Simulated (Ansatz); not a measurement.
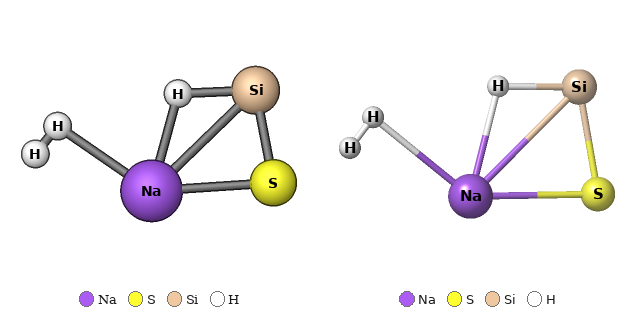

Two views of one molecule.

The geometry was computed by an optimisation with PBE0-D4/def2-TZVP. No frequency run is at hand to confirm it as a minimum.

Count the atoms of each element.

H₃NaSSi, 6 atoms: 3 hydrogen, 1 sodium, 1 sulfur and 1 silicon.

Count the bonded pairs by element.

2 Na–H, 1 Na–S, 1 S–Si, 1 H–H, 1 Na–Si, 1 Si–H. Sticks follow a distance rule.

More results for the same structure follow; atom numbers are the same in all pictures, views and colours differ.

**Electronic properties**

No frequency run is at hand to confirm it as a minimum. Properties computed with RKS PBE0-D4/def2-TZVPP (Ansatz 0.2.0).

Estimate the HOMO energy (Kohn–Sham orbital).

−5.23 eV.

Give the LUMO energy (Kohn–Sham orbital) at this level.

−1.41 eV.

**Dipole moment**

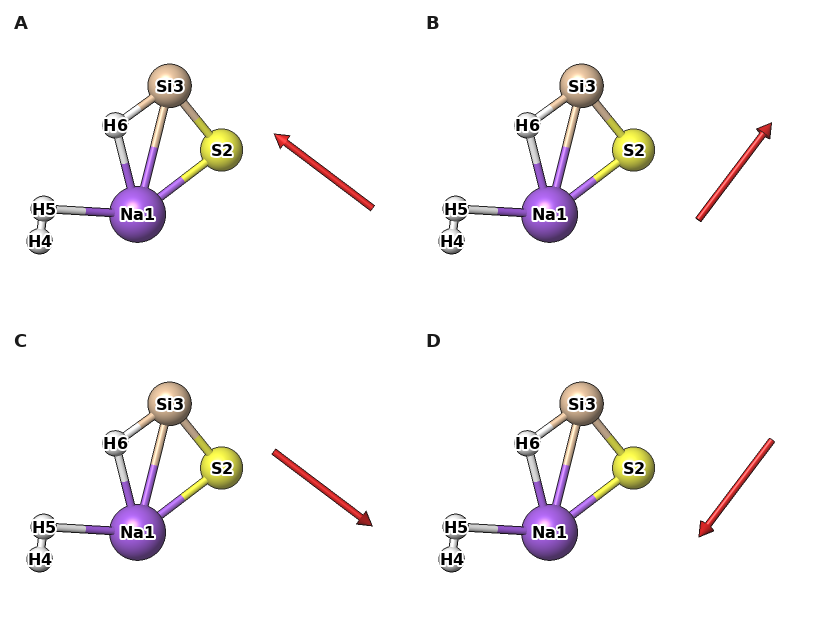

The same molecule four times, each with an arrow. No frequency run is at hand to confirm it as a minimum. Properties computed with RKS PBE0-D4/def2-TZVP (Ansatz 0.2.0).

Which arrow points along the dipole moment, from the negative to the positive end?

D. The dipole moment is 7.93 D; it points from the side of Si3 to the side of H4 (the outermost atoms at the two ends).

**Charges**

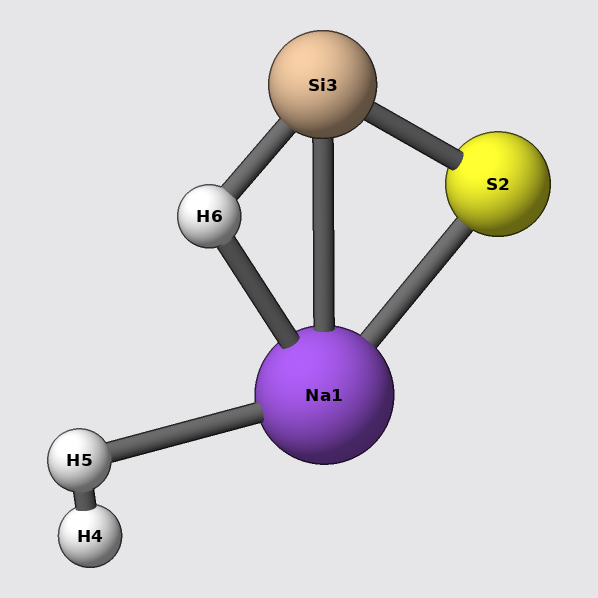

The questions are on Mulliken charges. No frequency run is at hand to confirm it as a minimum. Method: RKS PBE0-D4/def2-TZVP (Ansatz 0.2.0).

List the Mulliken charges.

```
atom  value (e)
 Na1       0.50
  S2      −0.49
 Si3       0.08
  H4       0.00
  H5       0.06
  H6      −0.14
```

Mulliken values depend strongly on the basis set and can even reverse the polarity of a bond.
